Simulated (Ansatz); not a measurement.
# Re (P6_3/mmc, 2 atoms in the cell) under biaxial strain in the (0001) plane, that of a and b, part 2 of 2

Wanted: the shifts of the zone-centre modes of Re (P6_3/mmc, 2 atoms in the cell) with strain.

Ansatz 0.2.0; DFT LDA, scalar-relativistic, plane waves, PAW; PAW set soft_1.

So far, highest optical mode at the zone centre (no LO-TO term) (cm⁻¹): step 5 (zone-centre response at rest) 121.

### Step 6. Relaxation of a member: biaxial strain of +4 % in the (0001) plane, that of a and b

The cell takes a biaxial strain of +4 % in the (0001) plane, that of a and b. The strained lengths are held, while the rest of the cell and the atoms relax.

Input file input.yaml:

```yaml
crystal:
  lattice:
    - [2.8470479664, 0.0, 0.0]
    - [-1.4235239832, 2.4656158647, 0.0]
    - [0.0, 0.0, 4.3238625808]
  atoms:
    - { symbol: Re, position: [0.3333333333, 0.6666666667, 0.25] }
    - { symbol: Re, position: [0.6666666667, 0.3333333333, 0.75] }
kpoints:
  mp_grid: { grid: [18, 18, 12] }
hamiltonian:
  xc: lda
  pseudopotentials: { kind: paw, azcp: { folder: soft_1 }, xc_functional: pbe }
scf:
  occupations: { method: methfessel_paxton, width: 0.2 }
output:
  forces: true
  stress: true
  eigenvalues: true
relax:
  adjacent_minimum: "off"
  f_tol: 0.001
  max_steps: 60
  cell: { stress_tol: 0.01, fix: [a, b, gamma] }
```

Started as:

```sh
ansatz run input.yaml --threads 4 --pin off --max-ram 10240MiB --backend cpu --events-out ev --progress --plain --runs-dir out
```

Numbers of over 12 decimals in the logs are rounded to 6 here.

Log:

```text
[...]
Crystal: 2 atoms, lattice volume = 30.352 Å³
Basis set: ecut = 420 eV, 591 PW (Γ)
Bands: 19, of which v1, the nominal top of the filled ones, is band 15 counted from 1 (14 counted from 0)
Symmetry: 24 space group operations
[...]
k-points: 259 of 3888
[...]
k-point 258: bands = [... 11 lower, 19.3960, 20.9579, 20.9579, 23.2178, 23.2178, 25.9426, 25.9426, 32.0723]
--- Relaxed structure (4 steps of the walk, 3 accepted, 1 SCFs on fresh bases) ---
[...]
cell:  # Å, volume = 30.1286 Å³
    - [2.847048, 0, 0.0]
    - [-1.423524, 2.465616, -3.3629044294646526e-19]
    - [0.0, -5.897405525962613e-19, 4.291991]
  atoms:
    - { symbol: Re, position: [0.333333, 0.666667, 0.25] }
    - { symbol: Re, position: [0.666667, 0.333333, 0.75] }
[key lines of the parts left out:]
SCF converged after 4 iterations
Free energy (F): -21216.967830 eV
Fermi energy:    22.985681 eV
P = ⅓ Tr σ = -16.2739 GPa (-162.739 kbar)
```

Wall time 45 s (4 threads of AMD EPYC (Zen 3), shared host); peak memory 0.45 GiB; 89 s of CPU time.

Step by step:

```
step  energy less that of the first step (eV)  largest force component (eV/Å)  pressure (GPa)  volume (Å³)
   1                                   0.0000                          0.0000          -19.00        30.35
   2                                   0.0048                          0.0000          -11.70        29.78
   3                                  -0.0034                          0.0000          -16.32        30.13
   4                                  -0.0034                          0.0000          -16.27        30.13
  5*                                  -0.0033                          0.0000          -16.27        30.13
```

Relaxation steps marked * repeat the geometry before them on a plane-wave basis chosen anew for their cell, so energy and pressure can jump there. Relaxation step 2 was tried and not accepted.

The run keeps the 24 symmetry operations that it works with, so distortions that break them were not tested.

```
conventional cell, symmetrised  before  after  change
                         a (Å)   2.847  2.847  -0.0 %
                         b (Å)   2.847  2.847  -0.0 %
                         c (Å)   4.324  4.292  -0.7 %
              volume (Å³/atom)   15.18  15.06  -0.7 %
```

The relaxed structure:

```xyz
2
Lattice="2.8470 0.0000 0.0000 -1.4235 2.4656 0.0000 0.0000 0.0000 4.2920" Properties=species:S:1:pos:R:3 pbc="T T T"
Re    0.0000    1.6437    1.0730
Re    1.4235    0.8219    3.2190
```

Numbers from this step:

| Item | Value |
| --- | --- |
| pressure | -16.27 GPa |
| volume per atom | 15.06 Å³ |

The forces vanish by symmetry.

The cell shrank by 0.7 % in volume.

### Step 7. Modes of this member: biaxial strain of +4 % in the (0001) plane, that of a and b

The zone-centre modes follow for biaxial strain of +4 % in the (0001) plane, that of a and b.

input.yaml, the sections that differ from step 6:

```yaml
crystal:
  lattice:
    - [2.8470479664, 0.0, 0.0]
    - [-1.4235239832, 2.4656158647, 0.0]
    - [0.0, 0.0, 4.2919911168]
  atoms:
    - { symbol: Re, position: [0.3333333333, 0.6666666667, 0.25] }
    - { symbol: Re, position: [0.6666666667, 0.3333333333, 0.75] }
output:
  eigenvalues: true
phonons:
  method: dfpt
# kpoints, hamiltonian, scf: as in step 6
# relax: removed
```

Log:

```text
[...]
Crystal: 2 atoms, lattice volume = 30.129 Å³
Basis set: ecut = 420 eV, 579 PW (Γ), exchange–correlation on 40×40×60 points (8 copies of the dense FFT grid, shifted against one another)
Bands: 19, of which v1, the nominal top of the filled ones, is band 15 counted from 1 (14 counted from 0)
Symmetry: 24 space group operations
k-points: 637 of 3888 (irreducible under 4 space group operations, time reversal used)
[...]
SCF iter   1: F=—  HF=-21217.370725 eV  |F-HF|=—  |Δ(HF+E_count)|=         —  Δρ=5.91e-2  dr2=9.76e-1  ethr=3.10e-3  ⟨swp⟩=4.4  Hψ=47676  notcnv=0
[...]
SCF iter   8: F=-21216.967830 eV  HF=-21216.967830 eV  |F-HF|=1.46e-11  |Δ(HF+E_count)|=  2.18e-11  S|Δr|=    0.00e0  Δρ=8.32e-8  dr2=1.26e-12  ethr=1.00e-12  ⟨swp⟩=5.5  Hψ=50309  notcnv=0
SCF 1 converged in 8 iterations: F = -21216.967830 eV  dr2 = 1.26e-12
[...]
SCF converged after 8 iterations
[...]
Free energy (F): -21216.967830 eV
[...]
Internal energy: -21216.967608 eV  (E = F + TS)
E sigma→0 (E₀):  -21216.967775 eV
Entropy (-TS):   -0.000221 eV (-0.111 meV/atom)
Fermi energy:    22.985682 eV
[...]
--- Band table (eV; the first three rows and the last of 637) ---
  k-point 0: bands = [... 11 lower, 21.3484, 22.3062, 22.3545, 22.3545, 22.6005, 22.6005, 24.4813, 26.2624]
  k-point 1: bands = [... 11 lower, 21.2541, 22.2411, 22.2748, 22.2748, 22.7858, 22.7858, 24.1905, 26.3020]
  k-point 2: bands = [... 11 lower, 21.0810, 22.0569, 22.0642, 22.0642, 23.2266, 23.2266, 23.4689, 26.3808]
  k-point 636: bands = [... 11 lower, 19.9105, 20.9396, 20.9396, 22.8439, 22.8439, 26.7833, 26.7833, 28.9023]
[...]
ASR residual: 1.770e-4 → 0.000e0 eV/Å²; symmetrization residual: 1.439e-13 eV/Å²
  ASR residual per site (eV/Å²): 1.77e-4 1.77e-4
  Γ frequencies (cm⁻¹): 0.00 0.00 0.00 111.57 116.08 116.08
[...]
```

Elapsed: 1.8 min, on 4 threads; peak memory 1.3 GiB; 3.6 min of CPU time.

This step gave:

- sum-rule residual before enforcement: 1.77e-4 eV/Å²
- highest optical mode at the zone centre (no LO-TO term): 116.1 cm⁻¹
- lowest optical zone-centre mode: 111.6 cm⁻¹

Patterns of degenerate modes are one choice out of their space. Modes at Γ:

```csv
mode,frequency (cm⁻¹),symmetry
1,0.0,acoustic
2,0.0,acoustic
3,0.0,acoustic
4,111.6,B1g
5,116.1,E2g
6,116.1,E2g
```

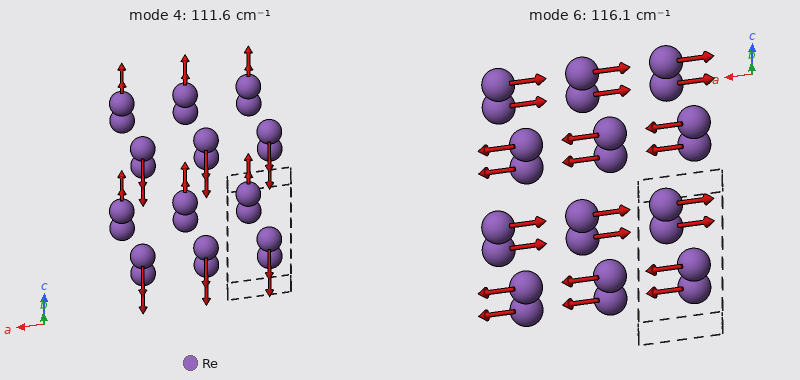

Displacement patterns of modes 4 and 6 at Γ; arrows are exaggerated. 3×2×2 cells are drawn.

The lowest optical mode is real, 112 cm⁻¹, and the highest lies at 116.1 cm⁻¹.

For the highest optical mode at the zone centre (no LO-TO term), step 5 gave 121 cm⁻¹; this run, with strain 4 %, gives 116 cm⁻¹ (-4 %).

### Step 8. A member of the series: biaxial strain of -4 % in the (0001) plane, that of a and b

The cell takes a biaxial strain of -4 % in the (0001) plane, that of a and b. The strained lengths are held, while the rest of the cell and the atoms relax.

input.yaml, the sections that differ from step 7:

```yaml
crystal:
  lattice:
    - [2.6280442768, 0.0, 0.0]
    - [-1.3140221384, 2.275953106, 0.0]
    - [0.0, 0.0, 4.5009082709]
  atoms:
    - { symbol: Re, position: [0.3333333333, 0.6666666667, 0.25] }
    - { symbol: Re, position: [0.6666666667, 0.3333333333, 0.75] }
output:
  forces: true
  stress: true
  eigenvalues: true
relax:
  adjacent_minimum: "off"
  f_tol: 0.001
  max_steps: 60
  cell: { stress_tol: 0.01, fix: [a, b, gamma] }
# kpoints, hamiltonian, scf: as in step 7
# phonons: removed
```

Log:

```text
[...]
Crystal: 2 atoms, lattice volume = 26.921 Å³
Basis set: ecut = 420 eV, 549 PW (Γ)
Bands: 19, of which v1, the nominal top of the filled ones, is band 15 counted from 1 (14 counted from 0)
Symmetry: 24 space group operations
[...]
k-points: 259 of 3888
[...]
k-point 258: bands = [... 11 lower, 22.0198, 23.8403, 23.8403, 25.8740, 25.8740, 29.9805, 29.9805, 36.7179]
--- Relaxed structure (4 steps of the walk, 3 accepted, 1 SCFs on fresh bases) ---
[...]
cell:  # Å, volume = 27.1046 Å³
    - [2.628044, 0, 0]
    - [-1.314022, 2.275953, 0]
    - [0, 0, 4.531548]
  atoms:
    - { symbol: Re, position: [0.333333, 0.666667, 0.25] }
    - { symbol: Re, position: [0.666667, 0.333333, 0.750000] }
[key lines of the parts left out:]
SCF converged after 5 iterations
Free energy (F): -21216.887615 eV
Fermi energy:    26.167390 eV
P = ⅓ Tr σ = 27.6055 GPa (276.055 kbar)
```

The job ended after 46 s (4 threads; peak memory 0.44 GiB).

The steps of the relaxation:

```
step  energy less that of the first step (eV)  largest force component (eV/Å)  pressure (GPa)  volume (Å³)
   1                                   0.0000                          0.0000           30.76        26.92
   2                                   0.0037                          0.0000           23.19        27.38
   3                                  -0.0029                          0.0000           27.49        27.11
   4                                  -0.0029                          0.0000           27.61        27.10
  5*                                  -0.0030                          0.0000           27.61        27.10
```

Relaxation steps marked * repeat the geometry before them on a plane-wave basis chosen anew for their cell, so energy and pressure can jump there. Relaxation step 2 was tried and not accepted.

Forces are held to the 24 operations that the run works with; a distortion that breaks them can't arise in this run.

```
conventional cell, symmetrised  before  after  change
                         a (Å)   2.628  2.628  +0.0 %
                         b (Å)   2.628  2.628  +0.0 %
                         c (Å)   4.501  4.532  +0.7 %
              volume (Å³/atom)   13.46  13.55  +0.7 %
```

The relaxed structure:

```cif
data_structure
_symmetry_space_group_name_H-M 'P 1'
_symmetry_Int_Tables_number 1
_cell_length_a 2.6280
_cell_length_b 2.6280
_cell_length_c 4.5315
_cell_angle_alpha 90.000
_cell_angle_beta 90.000
_cell_angle_gamma 120.000
_cell_volume 27.10
loop_
_atom_site_label
_atom_site_type_symbol
_atom_site_fract_x
_atom_site_fract_y
_atom_site_fract_z
_atom_site_occupancy
Re1 Re 0.33333 0.66667 0.25000 1
Re2 Re 0.66667 0.33333 0.75000 1
```

This step gave:

- pressure: 27.61 GPa
- volume per atom: 13.55 Å³

The forces vanish by symmetry.

### Step 9. Modes of this member: biaxial strain of -4 % in the (0001) plane, that of a and b

The zone-centre modes follow for biaxial strain of -4 % in the (0001) plane, that of a and b.

input.yaml, the sections that differ from step 8:

```yaml
crystal:
  lattice:
    - [2.6280442768, 0.0, 0.0]
    - [-1.3140221384, 2.275953106, 0.0]
    - [0.0, 0.0, 4.5315482493]
  atoms:
    - { symbol: Re, position: [0.3333333333, 0.6666666667, 0.25] }
    - { symbol: Re, position: [0.6666666667, 0.3333333333, 0.75] }
output:
  eigenvalues: true
phonons:
  method: dfpt
# kpoints, hamiltonian, scf: as in step 8
# relax: removed
```

Log:

```text
[...]
Crystal: 2 atoms, lattice volume = 27.105 Å³
Basis set: ecut = 420 eV, 549 PW (Γ), exchange–correlation on 36×36×64 points (8 copies of the dense FFT grid, shifted against one another)
Bands: 19, of which v1, the nominal top of the filled ones, is band 15 counted from 1 (14 counted from 0)
Symmetry: 24 space group operations
k-points: 637 of 3888 (irreducible under 4 space group operations, time reversal used)
[...]
k-point 2: bands = [... 11 lower, 24.2875, 24.2875, 24.9563, 24.9563, 25.4146, 27.2473, 27.2473, 29.8333]
  k-point 636: bands = [... 11 lower, 22.3991, 23.8281, 23.8281, 25.7732, 25.7732, 30.3787, 30.3787, 33.5542]
[...]
ASR residual: 2.073e-4 → 0.000e0 eV/Å²; symmetrization residual: 2.283e-13 eV/Å²
  ASR residual per site (eV/Å²): 2.07e-4 2.07e-4
  Γ frequencies (cm⁻¹): 0.00 0.00 0.00 127.13 133.10 133.10
[...]
[key lines of the parts left out:]
SCF converged after 8 iterations
Free energy (F): -21216.887615 eV
Fermi energy:    26.167390 eV
```

Run time: 93 s. Hardware: 4 threads; peak memory 1.2 GiB; 3.2 min of CPU time.

Numbers from this step:

```
sum-rule residual before enforcement                    : 2.07e-4 eV/Å²
highest optical mode at the zone centre (no LO-TO term) : 133.1 cm⁻¹
lowest optical zone-centre mode                         : 127.1 cm⁻¹
```

Patterns of degenerate modes are one choice out of their space. Modes at Γ:

```csv
mode,frequency (cm⁻¹),symmetry
1,0.0,acoustic
2,0.0,acoustic
3,0.0,acoustic
4,127.1,B1g
5,133.1,E2g
6,133.1,E2g
```

The lowest optical mode is real, 127 cm⁻¹, and the highest lies at 133.1 cm⁻¹.

Between step 5 and this run (strain -4 %) the value for the highest optical mode at the zone centre (no LO-TO term) moves from 121 cm⁻¹ to 133 cm⁻¹ (+10 %).

### Step 10. The series together

The members are set side by side, also those not shown above.

Stress is positive in compression; energies are extrapolated to zero smearing, and E0 is that at rest; the edges not held and the atoms are relaxed in each cell; all runs use 18×18×12 k points and Methfessel-Paxton smearing of 0.2 eV. State of the crystal along the series:

| strain (%) | in-plane stress (GPa) | free strain along c (%) | E - E0 (meV/atom) |
| --- | --- | --- | --- |
| -4 | 41.41 | 2.613 | 136.5 |
| -3 | 29.51 | 1.92 | 74.02 |
| -2 | 18.57 | 1.272 | 31.44 |
| -1 | 8.609 | 0.6543 | 7.396 |
| 0 | 0.001513 | 0 | 0 |
| 1 | -7.44 | -0.6853 | 6.901 |
| 2 | -13.87 | -1.396 | 26.16 |
| 3 | -19.59 | -2.09 | 56.32 |
| 4 | -24.41 | -2.811 | 96.4 |

Optical modes are counted from below at rest and tracked from member to member by their patterns, and modes that stay within 0.3 cm⁻¹ of each other stand once; labels, where given, are those at rest; the edges not held and the atoms are relaxed in each cell; all runs use 18×18×12 k points and Methfessel-Paxton smearing of 0.2 eV. Optical modes along the series:

```csv
strain (%),optical mode 1 B1g (cm⁻¹),optical mode 2 E2g (cm⁻¹)
-4,127.1,133.1
-3,114.5,131.5
-2,104.2,129
-1,98.33,125.7
0,97.83,121
1,102.5,117.5
2,109.3,116.5
3,113.8,118.6
4,111.6,116.1
```

Value and slope at zero strain of a cubic (a lower polynomial where under five rows exist) through the rows within 2 % of rest. Slopes at rest:

```
              mode  frequency (cm⁻¹)  shift per percent of strain (cm⁻¹)  shift per GPa of compressive stress (cm⁻¹)
optical mode 1 B1g              98.1                                2.33                                       -0.29
optical mode 2 E2g             121.1                               -4.42                                        0.55
```

### Step 11. What came out

- members: 9
- highest optical mode at the zone centre (no LO-TO term), at rest: 121.0 cm⁻¹
- biaxial modulus in the (0001) plane, that of a and b: 800 GPa
- optical mode 1 B1g, shift per percent: 2.33 cm⁻¹
- optical mode 2 E2g, shift per percent: -4.42 cm⁻¹

**Reading.** The stress changes by 8.00 GPa for each percent, a biaxial modulus of 800 GPa in the (0001) plane, that of a and b. For each percent the free edge responds with -0.67 %. Within 2 % of rest optical mode 1 B1g and optical mode 2 E2g bend away from a straight line, so a single slope holds only near rest. These are harmonic frequencies at zero temperature: anharmonic shifts, linewidths and thermal expansion are left out. Spin-orbit coupling is left out, which can matter for the heavy elements here. With no gap, or one that is small against the smearing, the frequencies hang on the k mesh and the smearing, most of all near Kohn anomalies. The PAW files were made for PBE; the program adapts parts of them to the functional of the run, but their partial waves stay those of PBE, an approximation that was not tested in this session. Only the zone centre was solved, so an instability at another wavevector cannot show here.

[Logs are printed without paths, hosts, clocks, repeated set-up lines and the standing remarks that a program may print on its own settings, such as how far it seeks lower states.]

[Hosts, paths, dates, database ids (printed as entryN), source tags and the programs' standing remarks are cut or masked in the printed files.]
